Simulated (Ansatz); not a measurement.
The calculation's input:

```
crystal:
  lattice:
    - [0.0, 3.39002084, 3.39002084]
    - [3.39002084, 0.0, 3.39002084]
    - [3.39002084, 3.39002084, 0.0]
  atoms:
    - { symbol: Hg, position: [0.25, 0.25, 0.25] }
    - { symbol: Hg, position: [0.75, 0.75, 0.75] }
    - { symbol: Se, position: [0.0, 0.0, 0.0] }
basis:
  ecutwfc: 420
kpoints:
  mp_grid: { grid: [12, 12, 12] }
hamiltonian:
  xc: pbe
scf:
  occupations: { method: gaussian, width: 0.1 }
output:
  forces: true
  stress: true
  eigenvalues: true
  write_density: true
  write_potential: true
  elf: true
  volumetric_format: npy
relax:
  adjacent_minimum: "off"
  f_tol: 0.01
  max_steps: 80
  cell: { stress_tol: 0.05 }
```

Command:

```sh
ansatz run input.yaml --threads 1 --pin off --max-ram 2048MiB --backend cpu --events-out ev --progress --plain --runs-dir out
```

Below, planes, directions and counts refer to the conventional cell (a = 6.98 Å, b = 6.98 Å, c = 6.98 Å, α = 90.00°, β = 90.00°, γ = 90.00°).

The fields are those of the relaxed geometry.

Space group Fm-3m; a structure generated by program, which may or may not match a known phase.

All numbers below come from DFT PBE, scalar-relativistic, plane waves, PAW in Ansatz.

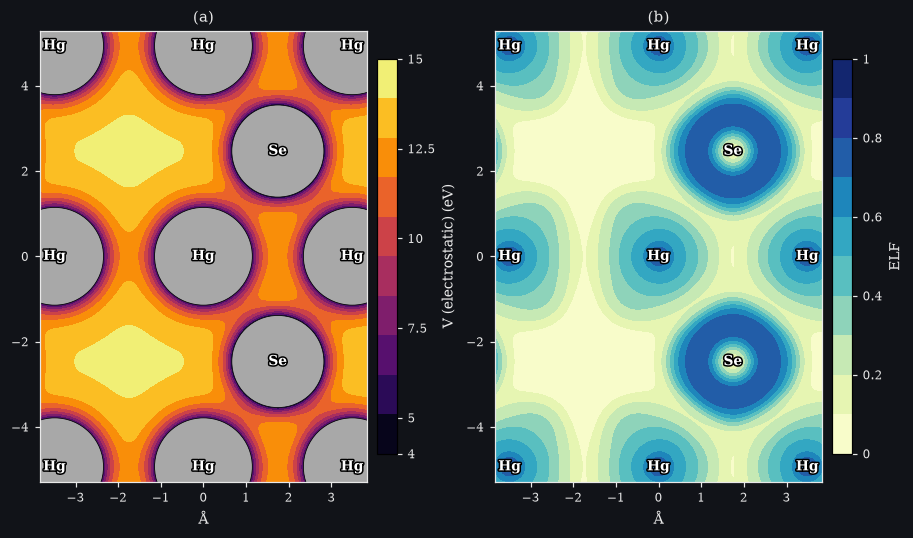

Hg2Se. (a) electrostatic potential (local pseudopotential plus Hartree) felt by an electron; (b) ELF on the (101) plane of the conventional cell. Grey discs cover the atomic cores in the potential map.

In a PAW calculation such maps are meaningful between the atoms, not at the nuclei.

> What does the map show?

- The plane passes through Hg and Se nuclei.
- Hg–Se (3.02 Å): the ELF is about 0.25 at the midpoint.
- The features right at Hg lie inside the PAW spheres, where the map follows smoothed inner orbitals and isn't to be read closely.
- Outside the cores the potential energy rises away from the atoms and is highest about 3.0 Å from the nearest atoms; its zero is arbitrary.
